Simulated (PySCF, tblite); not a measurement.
# C6H11BOS: geometry, infrared bands and NMR shifts

Wanted: the infrared bands and NMR shifts of C6H11BOS (`C#CCB(C)C[S@@](C)=O`), by calculation.

Programs: tblite 0.8.0 and PySCF 2.14.0, with density-fitted response routines of our own. Each step states its level of theory. These are calculated values for one molecule in the gas phase, unless marked as measured. Atoms count from 0, in the outputs and in this text.

## (1) Starting geometry

20 atoms, charge 0, multiplicity 1; geometry from: force field or distance geometry start.

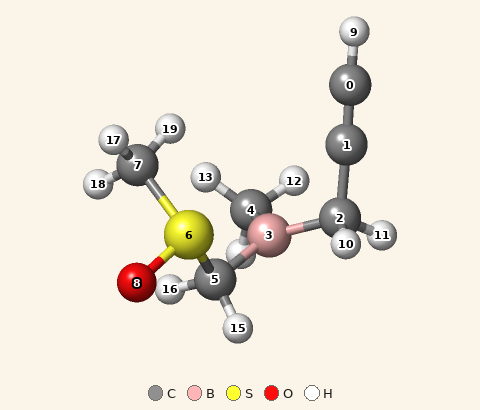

The starting geometry (carbon grey, boron pink, sulfur yellow, oxygen red, hydrogen white), atoms numbered; sticks join atoms by distance.

## (2) Relaxing the molecule with GFN2-xTB

The job: settings as JSON, then the geometry in Å.

```
{"job": {"kind": "relax", "xc": "GFN2-xTB", "basis": "xTB"}, "charge": 0, "multiplicity": 1}
C     -1.809300     2.155800    -1.485200
C     -1.635500     0.975400    -1.406500
C     -1.391900    -0.475800    -1.287100
B     -0.652600    -0.797500     0.069800
C     -1.378500    -0.551400     1.480400
C      0.822100    -1.401000     0.057000
S      1.969500    -0.211200    -0.686000
C      2.119500     1.116700     0.535400
O      3.321000    -0.922300    -0.598100
H     -1.986000     3.200200    -1.556100
H     -0.787100    -0.805300    -2.153200
H     -2.377100    -1.009100    -1.317600
H     -2.401800    -0.141600     1.319200
H     -0.782300     0.176500     2.064800
H     -1.456000    -1.497100     2.032700
H      0.830600    -2.336500    -0.521900
H      1.157900    -1.628400     1.097500
H      2.912100     1.808100     0.217800
H      2.363200     0.691700     1.531900
H      1.157000     1.663500     0.602200
```

Launch:

```console
OMP_NUM_THREADS=1 python probes_run.py task.json out
```

This one command runs all jobs of the session in turn.

**Question.** This job is followed by: GFN2-xTB harmonic vibrations, gas phase; GIAO PBE0/pcSseg-1 NMR shielding, non-relativistic, gas phase. Predict these results of the whole session: strongest single infrared mode (GFN2-xTB); zero-point energy (GFN2-xTB); 13C shifts against TMS (PBE0/pcSseg-1); 1H shifts against TMS (PBE0/pcSseg-1, means over atoms taken as alike); 11B shifts against BF3·OEt2 (PBE0/pcSseg-1); 33S shifts against CS2 (PBE0/pcSseg-1); 17O shifts against H2O (PBE0/pcSseg-1).

The runs gave:

| quantity | value |
| --- | --- |
| strongest single infrared mode (GFN2-xTB) | 1137 cm⁻¹, 515 km/mol |
| zero-point energy (GFN2-xTB) | 96.7 kcal/mol |
| 13C shifts against TMS (PBE0/pcSseg-1) | 86.8, 75.3, 70.8, 49.2, 17.9, 15.7 ppm |
| 1H shifts against TMS (PBE0/pcSseg-1, means over atoms taken as alike) | 3.59, 2.92, 2.48, 2.36, 2.11, 1.30, 1.22 ppm |
| 11B shifts against BF3·OEt2 (PBE0/pcSseg-1) | 80.5 ppm |
| 33S shifts against CS2 (PBE0/pcSseg-1) | 335 ppm |
| 17O shifts against H2O (PBE0/pcSseg-1) | 96.6 ppm |

**Reading.** The optimisation took 99 steps and gained 0.418 eV; among the close pairs (by a distance rule), S6–O8 changed most, from 1.530 to 1.463 Å. All 54 modes are real, so the xTB geometry is a minimum. The strongest single mode, at 1137 cm⁻¹, has its largest shares on O8, B3 and S6 (the list is cut at 3 atoms). GFN2-xTB is a fitted tight-binding method: band positions and strengths are rough. Its intensities can rank the bands wrongly. At PBE0/pcSseg-1: Shielding is most anisotropic at S6 (span 493 ppm, paramagnetic term -883 ppm).
